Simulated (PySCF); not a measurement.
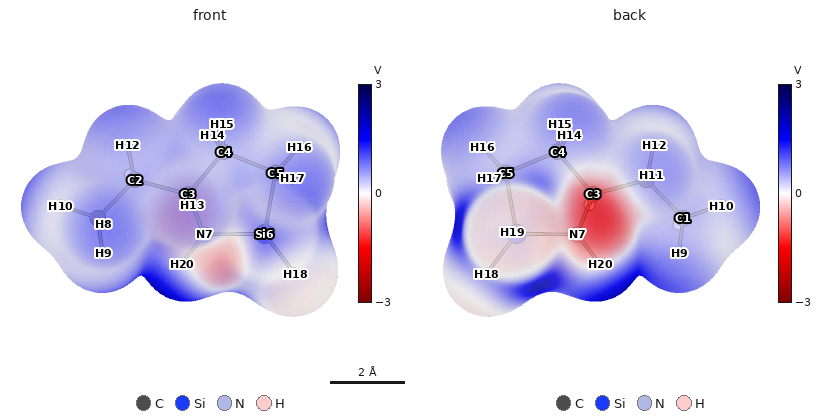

C5H13NSi. The molecular electrostatic potential painted on the density surface at 0.004 e/bohr³, seen from the front and from behind; the colour scale runs from red (negative) to blue (positive).

Geometry: GFN2-xTB.

All numbers below come from PySCF, PBE0/pcSseg-1, SCF density, gas phase, non-relativistic.

```xyz
20

C     2.6818    0.4145   -0.3204
C     1.5141   -0.5583   -0.4463
C     0.2629   -0.0967    0.3066
C    -0.8050   -1.1932    0.3553
C    -2.1481   -0.5482    0.6886
Si   -2.0710    1.1152   -0.2256
N    -0.3671    1.0314   -0.3541
H     2.9364    0.5693    0.7262
H     2.4396    1.3787   -0.7620
H     3.5582    0.0220   -0.8312
H     1.2560   -0.6891   -1.4994
H     1.8164   -1.5298   -0.0481
H     0.5546    0.1742    1.3355
H    -0.8666   -1.6499   -0.6345
H    -0.5295   -1.9690    1.0723
H    -2.9723   -1.1941    0.3954
H    -2.2304   -0.3923    1.7645
H    -2.5896    2.2250    0.5843
H    -2.6964    1.1037   -1.5522
H     0.2509    1.7974   -0.5577
```

Which sites attract a positive test charge, and which a negative one?

Answer. A positive charge is drawn to the negative regions and a negative charge to the positive ones. The most negative region (about −1.3 V) lies over N7, the most positive (about +2.0 V) over Si6 and H20. N7 is the likeliest acceptor of a hydrogen bond.

What dipole moment does the calculation give?

Answer. Its dipole moment is 0.85 D.
